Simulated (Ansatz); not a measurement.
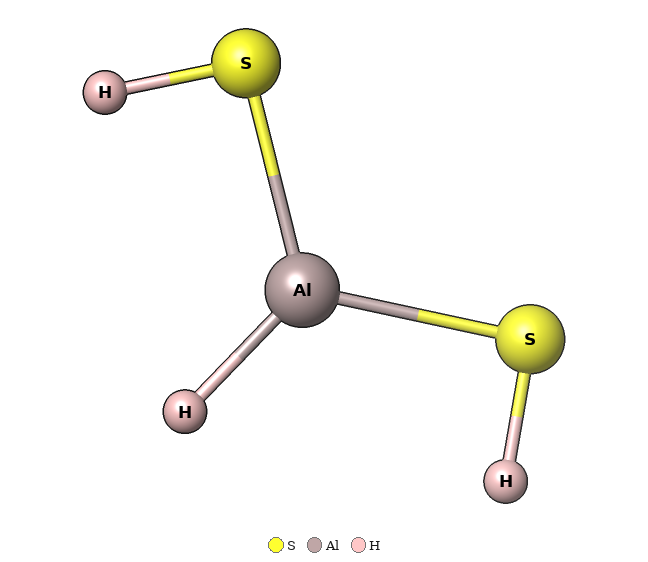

All atoms lie in one plane, which faces the viewer. The geometry was computed by an optimisation with PBE0-D4/def2-TZVP. No frequency run is at hand to confirm it as a minimum.

Which symmetry elements does this geometry have?

It has 1 C2 axis and 2 mirror planes, so the point group is C2v. The group has 4 operations. The geometry is achiral, and symmetry allows a dipole moment.
